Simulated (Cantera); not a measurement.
Input: 1 mol MgO, a varied amount of Cl2, 1.2 mol H2, 0.11 mol H2O, equilibrated at 775 °C and 2.60 bar.

These are equilibrium values from Cantera (NASA tables, ideal gas, pure condensed phases), not measurements of a reactor. Candidate condensed phases: H2O, Mg, MgCl2, MgO, Mg(OH)2; 22 gas species. Mutual solubility and eutectic melting of coexisting phases are not modelled. Kinetics and transport are ignored.

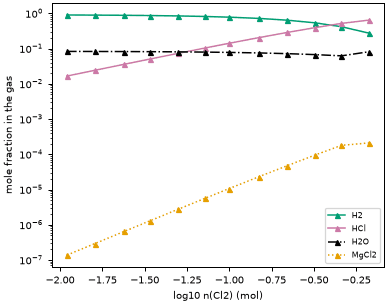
Fig. 1. Equilibrium gas composition (values under 1e-9 drawn at 1e-9)

From 0.011 mol Cl2 to 0.46 mol Cl2 the condensed part is MgO(s). At 0.67 mol Cl2 the condensed part is MgCl2(l) + MgO(s). The main Mg-bearing gas is MgCl2 throughout.
